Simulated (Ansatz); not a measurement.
**Fields on a plane of TaGe2 (space group P6_222)**

```
CELL_PARAMETERS angstrom
      4.96726     0.00000     0.00000
     -2.48363     4.30177     0.00000
      0.00000     0.00000     6.74980
ATOMIC_POSITIONS crystal
  Ta 0.50000 0.00000 0.50000
  Ta 0.50000 0.50000 0.83333
  Ta 0.00000 0.50000 0.16667
  Ge 0.16359 0.32718 0.50000
  Ge 0.83641 0.16359 0.83333
  Ge 0.67282 0.83641 0.16667
  Ge 0.83641 0.67282 0.50000
  Ge 0.16359 0.83641 0.83333
  Ge 0.32718 0.16359 0.16667
```

The slice is a (0001) plane (indices of the conventional cell) through the point (0.836, 0.164, 0.833) (fractional), spanned by u = [110] and v = [1 -1 0] in vectors of this cell: u (4.97 Å) and v (8.60 Å, at 90° to u). It covers one period; positions are fractions (u, v).

Atoms on it: Ta at (0.00, 0.66); Ta at (0.50, 0.16); Ge at (0.00, 0.00); Ge at (0.50, 0.50); Ge at (0.00, 0.33); Ge at (0.50, 0.83).

The numbers are results of r2SCAN (plane waves to 500 eV, PAW, scalar-relativistic; Ansatz, a first-principles code), not measurements. k mesh 11×11×7. Near the nuclei the fields are pseudised (PAW); where an atom keeps semicore shells as valence, they peak there. Spin-orbit coupling is left out, though Ta is heavy. TaGe2 is run without spin polarisation. TaGe2 was relaxed with its symmetry unable to fall.

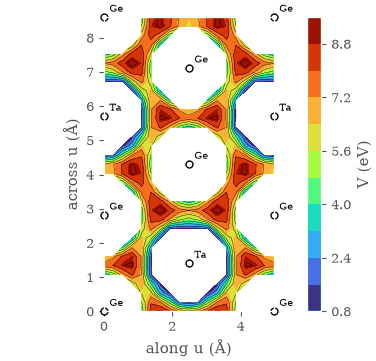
Figure: Electrostatic potential energy of an electron, from the cell's mean, in eV, one period of the plane, atoms marked. Points within 1 Å of a nucleus are left white, as the pseudised field means little there. Values under 1 eV are set to 1. The zero, the cell's mean, hangs on the PAW cores.

```
|%%##--..                      ..--##|
|====::..        ......        ..::==|
|::....        ..::--::..        ....|
|..          ..--++**++--..          |
|            ..==%%@@%%==..          |
|            ::==%%@@%%==::          |
|....        ..--++**++--..        ..|
|==--::..    ....::--::....    ..::--|
|++++==::        ......        ::==++|
|++++++--..                  ..--++++|
|==++++--..                  ..--++++|
|++++==::                      ::==++|
|====--..      ....::....      ..--==|
|--::..      ..::======::..      ..::|
|            ..--##%%##--..          |
|            ::==%%@@%%==::          |
|            ..--##%%##--..          |
|....        ..::======::..        ..|
|--::..        ....::....        ..::|
|**++--..          ..          ..--++|
|@@%%==..                      ..==%%|
|@@%%==::                      ::==%%|
|**++--..        ......        ..--++|
|--::....    ..::--==--::..    ....::|
|....        ::==++++++==::        ..|
|          ..--++++++++++--..        |
|          ..--++++==++++--..        |
|            ::==++++++==::          |
|::....      ..--======--..      ....|
|====::..      ..::--::..      ..::==|
|%%##--..                      ..--##|
|@@%%==::                      ::==%%|
```
Scale: ten equal steps from -0.68 (start of ' ') to 1.75 (end of '@'), in the order ' .:-=+*#%@'. Values: log₁₀ of the valence density in e/Å³. The map has 18 points along u (two characters each, u = 0 at the left) and 32 along v (v = 0 in the bottom row). The scale is logarithmic, as a density can span decades between atoms and voids.

- Density on the Ge–Ge line (2.81 Å) at its midpoint: 0.26 e/Å³
- ELF at that point: 0.5
